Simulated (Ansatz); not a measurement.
Consider C₂HSe (charge +1).

Input

```
basis:
  gaussian: {orbitals: def2-TZVPD}
crystal:
  periodic: [false, false, false]
  atoms:
    - {symbol: C, position_ang: [0.000000, 0.000000, -0.788027]}
    - {symbol: C, position_ang: [0.000000, 0.000000, 0.463866]}
    - {symbol: Se, position_ang: [0.000000, 0.000000, 2.189945]}
    - {symbol: H, position_ang: [0.000000, 0.000000, -1.865783]}
total_charge: 1
hamiltonian: {xc: {name: PBE0}}
output: {forces: true, orbitals: {seedname: orbitals}}
```

Command:

```sh
ansatz run input.yaml --threads 1 --pin off --max-ram 2610MiB --events-out events.jsonl --progress --plain --runs-dir runs
```

Geometry: B3LYP/6-31G*.

Theory: Ansatz, isolated molecule in a Gaussian basis; Kohn-Sham density functional theory, functional PBE0.

### What can the converged electron density and electron localisation function tell about the bonding?

C–C (1.25 Å): ρ is about 2.7 e/Å³ halfway; the ELF peaks at about 0.90 between the atoms (a short, multiple covalent bond).
C–Se (1.73 Å): ρ is about 1.4 e/Å³ halfway; the ELF peaks at about 0.85 between the atoms (localised, covalent bonding).
C–H (1.08 Å): ρ is about 2.2 e/Å³ halfway; the ELF climbs to about 1 towards the hydrogen, as it does in any bond to H: an ordinary covalent bond to hydrogen.

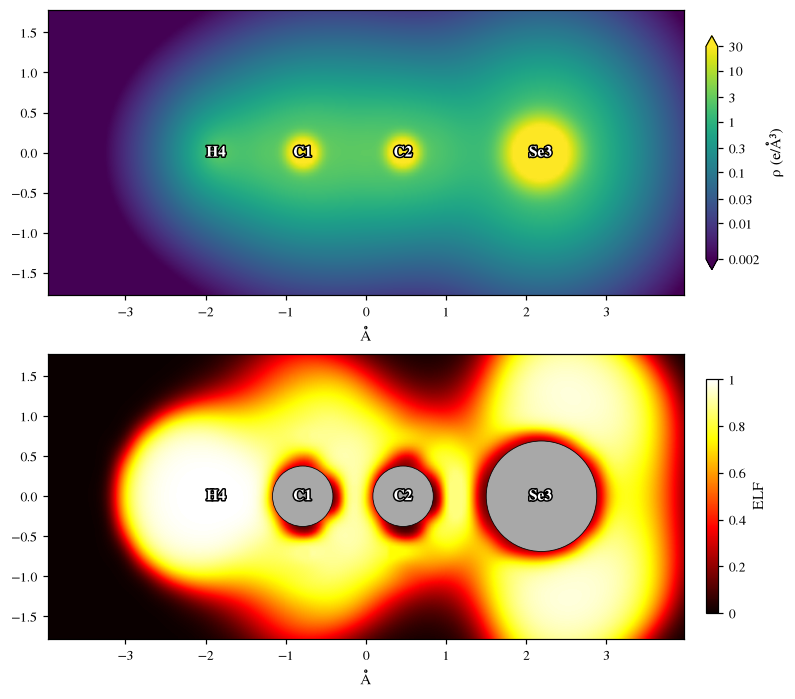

Computed electron density and electron localisation function on a plane that holds the molecular axis, in this order. Grey discs cover the atomic cores in the ELF map. 
